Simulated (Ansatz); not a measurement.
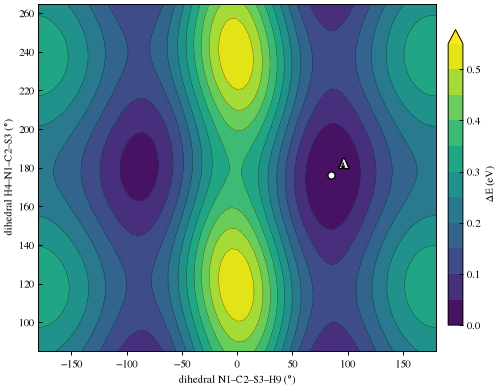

CH₆NS, SMILES [NH3+]CS, charge +1. The first coordinate is: dihedral N1–C2–S3–H9; the second: dihedral H4–N1–C2–S3. Nothing is relaxed (all other coordinates rigid). The grid has 18 × 17 points. Energies: eV, counted from the relaxed molecule at the same level. Theory: Ansatz 0.2.0, RHF/def2-TZVP.

The picture shows filled contours, one colour for all values above the top of the scale, the point A. Between grid points the surface is interpolated.

Question: Find the lowest pass out of the well at A.

Answer: The easiest path leads from the well at about dihedral N1–C2–S3–H9 = 85°, dihedral H4–N1–C2–S3 = 176° to the well at about dihedral N1–C2–S3–H9 = −85°, dihedral H4–N1–C2–S3 = 181°, about 0.028 eV higher (on a rigid scan; wells that are mirror images or exchange like atoms can differ by this much). Its highest point lies about 0.21 eV above the bottom of the first well on the interpolated surface, at about dihedral N1–C2–S3–H9 = 180°, dihedral H4–N1–C2–S3 = 178°. Seen from the upper well the barrier is about 0.18 eV. The start is the relaxed structure and all else is held, so a fully relaxed path at this level can only be lower.

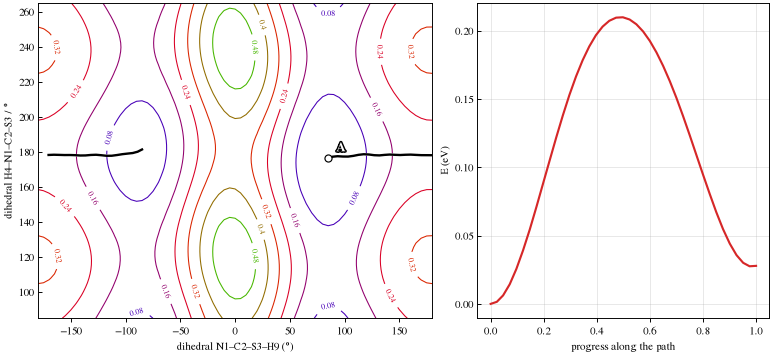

Drawn: contour lines labelled in eV (none above 0.56), a line along the lowest path, the energy along the path at the right. Between grid points the surface is interpolated.
